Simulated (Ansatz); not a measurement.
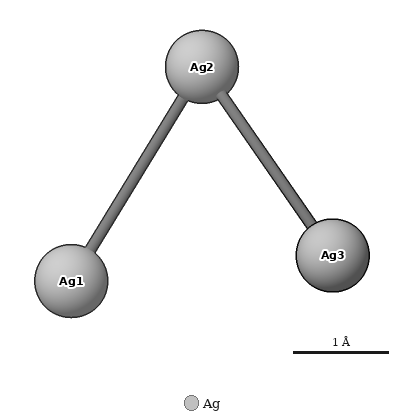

Figure 1. The input geometry of run A (ball-and-stick view, seen at a tilt; atoms are numbered from 1 in the order of the input). Sticks mark near contacts. Bond lengths as drawn: Ag–Ag 2.65 Å.

**Two runs on Ag3**

System: Ag3, multiplicity 2.
Method of run A: UKS PBE0-D4/def2-TZVPP (Ansatz 0.2.0).

Text and figures count atoms from 1; the logs count them from 0 in places.

### Input file, run A
```yaml
crystal:
  periodic: [false, false, false]
  atoms:
    - { symbol: Ag, position_ang: [-1.37648205, -0.87570913, 0.38654008] }
    - { symbol: Ag, position_ang: [-0.23267281, 1.30235983, -0.58529091] }
    - { symbol: Ag, position_ang: [1.60915486, -0.42665069, 0.19874082] }
magnetization:
  spin_polarized: true
  initial_magnetization: 1
basis:
  gaussian: { orbitals: def2-TZVPP }
hamiltonian:
  xc: pbe0
  dispersion: d4
relax:
  f_tol: 0.002
  max_steps: 150
```

Command:
```bash
ansatz run input.yaml --threads 4 --pin off --max-ram 10240MiB --backend cpu --events-out ev --progress --plain --runs-dir out
```

Hardware: 4 threads of Arm Neoverse V2, 24 GiB of memory available, shared host.

### Output (run A)
```
The last accepted step is kept in [file] (removed where the run ends without a failure and the disk answers)
Engine: ansatz 0.2.0, aarch64-unknown-linux-gnu
Functional definition: PBE0
  parameter a = 0.25
  parameter kappa = 0.804
  parameter beta = 0.06672455060314922
  exchange = (1 - a)*pbe_x(kappa = kappa, mu = beta*pi^2/3) + a*exact_x
  correlation = pbe_c(beta = beta)
1158 factors; their error is unknown
mean field evaluation 1: about -11995.5280 eV, gradient 3.7e1 eV
mean field evaluation 2: about -11988.3620 eV, gradient 6.5e1 eV
mean field evaluation 4: about -11999.7026 eV, gradient 2.1e0 eV
mean field evaluation 8: about -11999.7206 eV, gradient 8.8e-2 eV
mean field evaluation 16: about -11999.7979 eV, gradient 3.7e-4 eV
mean field evaluation 32: about -11999.7978 eV, gradient 7.0e-2 eV
mean field -11999.79790925 eV, -440.9844394098 hartree, gradient 1.2e-5 eV, S^2 0.759836; 3 other end points of the search recorded, 0 dependent functions left out
the calculation of the forces begins
reference -11999.79794211 eV, -440.9844406174 hartree; 29, 28 occupied and 139, 140 virtual orbitals, 1158 factors
relax step   1: F+E_penalty+E_count = -11999.90079121 eV  Δ(F+E_penalty+E_count) = +0.000e0 eV  max|allowed force component| = 3.407e-2 eV/Å  Δτ_max = 0.0000 Å  (145 SCF iters, accepted)
these checks for a lower state are left out or cut short: starts, cluster_reference, orbital_swaps, neighbouring_geometries, increment
1158 factors; their error is unknown
mean field -11999.79800857 eV, -440.9844430597 hartree, gradient 3.7e-6 eV, S^2 0.759797; 0 other end points of the search recorded, 0 dependent functions left out
the calculation of the forces begins
reference -11999.79804142 eV, -440.9844442671 hartree; 29, 28 occupied and 139, 140 virtual orbitals, 1158 factors
relax step   2: F+E_penalty+E_count = -11999.90090273 eV  Δ(F+E_penalty+E_count) = -1.115e-4 eV  max|allowed force component| = 5.807e-3 eV/Å  Δτ_max = 0.0034 Å  (41 SCF iters, accepted)
these checks for a lower state are left out or cut short: starts, cluster_reference, orbital_swaps, neighbouring_geometries, increment
1158 factors; their error is unknown
mean field -11999.79801942 eV, -440.9844434584 hartree, gradient 2.4e-5 eV, S^2 0.759796; 0 other end points of the search recorded, 0 dependent functions left out
the calculation of the forces begins
reference -11999.79805227 eV, -440.9844446658 hartree; 29, 28 occupied and 139, 140 virtual orbitals, 1158 factors
relax step   3: F+E_penalty+E_count = -11999.90091024 eV  Δ(F+E_penalty+E_count) = -7.510e-6 eV  max|allowed force component| = 1.863e-3 eV/Å  Δτ_max = 0.0011 Å  (30 SCF iters, accepted)
1158 factors; their error is unknown
mean field evaluation 64: about -11999.7183 eV, gradient 6.0e-2 eV
mean field evaluation 96: about -11999.7980 eV, gradient 6.8e-2 eV
mean field -11999.79801942 eV, -440.9844434584 hartree, gradient 2.4e-5 eV, S^2 0.759796; 4 other end points of the search recorded, 0 dependent functions left out
the calculation of the forces begins
reference -11999.79805227 eV, -440.9844446658 hartree; 29, 28 occupied and 139, 140 virtual orbitals, 1158 factors
Total energy: -11999.90094310 eV, -440.9882258338 hartree
Atom 0 at    -1.377953    -0.873822     0.385687 Å, force    -0.001821    -0.000365     0.000155 eV/Å
Atom 1 at    -0.231955     1.298268    -0.583452 Å, force    -0.000041     0.000186    -0.000084 eV/Å
Atom 2 at     1.609907    -0.424446     0.197755 Å, force     0.001863     0.000179    -0.000072 eV/Å
Dipole moment:    -0.022647     0.126779    -0.056975 e Å
```

Run B used a changed input.

### The two runs side by side

```csv
quantity,run A,run B
outcome,converged,converged
total energy (hartree),−440.988226,−441.174707
⟨S²⟩,0.760,0.757
largest force (eV/Å),0.002,0.001
basis functions,168,168
wall time (shared host),33 s,46 s
```

What was changed in the input?

The change (lines with − go, lines with + come):
```diff
-  xc: pbe0
+  xc: { name: B3LYP }
```

The total energies belong to different methods, so their difference says nothing on which is more stable or more accurate. The functional changes from PBE0 to B3LYP.

### Output, shortened to warnings, some set-up lines, iterations and results (run B)
```
[...]
mean field evaluation 1: about -12000.4688 eV, gradient 3.7e1 eV
mean field evaluation 2: about -11990.7086 eV, gradient 7.2e1 eV
mean field evaluation 4: about -12004.6681 eV, gradient 2.8e0 eV
mean field evaluation 8: about -12004.7606 eV, gradient 3.5e-2 eV
mean field evaluation 16: about -12004.7606 eV, gradient 1.2e-4 eV
mean field evaluation 32: about -12004.7606 eV, gradient 2.8e-6 eV
relax step   1: F+E_penalty+E_count = -12004.96579643 eV  Δ(F+E_penalty+E_count) = +0.000e0 eV  max|allowed force component| = 1.494e-1 eV/Å  Δτ_max = 0.0000 Å  (147 SCF …
relax step   2: F+E_penalty+E_count = -12004.97076076 eV  Δ(F+E_penalty+E_count) = -4.964e-3 eV  max|allowed force component| = 6.112e-2 eV/Å  Δτ_max = 0.0236 Å  (39 SCF …
relax step   3: F+E_penalty+E_count = -12004.97367191 eV  Δ(F+E_penalty+E_count) = -2.911e-3 eV  max|allowed force component| = 3.144e-2 eV/Å  Δτ_max = 0.0357 Å  (39 SCF …
mean field evaluation 64: about -12004.7063 eV, gradient 1.4e0 eV
relax step   4: F+E_penalty+E_count = -12004.97475453 eV  Δ(F+E_penalty+E_count) = -1.083e-3 eV  max|allowed force component| = 2.159e-2 eV/Å  Δτ_max = 0.0276 Å  (37 SCF …
relax step   5: F+E_penalty+E_count = -12004.97511338 eV  Δ(F+E_penalty+E_count) = -3.588e-4 eV  max|allowed force component| = 3.873e-3 eV/Å  Δτ_max = 0.0231 Å  (38 SCF …
relax step   6: F+E_penalty+E_count = -12004.97513368 eV  Δ(F+E_penalty+E_count) = -2.030e-5 eV  max|allowed force component| = 1.013e-3 eV/Å  Δτ_max = 0.0063 Å  (37 SCF …
mean field evaluation 96: about -12004.7725 eV, gradient 1.0e-1 eV
mean field -12004.77251878 eV, -441.1672529383 hartree, gradient 6.6e-6 eV, S^2 0.756740; 6 other end points of the search recorded, 0 dependent functions left out
the calculation of the forces begins
reference -12004.77273062 eV, -441.1672607230 hartree; 29, 28 occupied and 139, 140 virtual orbitals, 1086 factors
Total energy: -12004.97534551 eV, -441.1747066829 hartree
Atom 0 at    -1.491648    -0.873081     0.384835 Å, force    -0.000228     0.000486    -0.000219 eV/Å
Atom 1 at    -0.225749     1.263523    -0.567837 Å, force     0.000180    -0.001013     0.000455 eV/Å
Atom 2 at     1.717397    -0.390442     0.182992 Å, force     0.000048     0.000527    -0.000236 eV/Å
Dipole moment:    -0.017288     0.096764    -0.043486 e Å
```
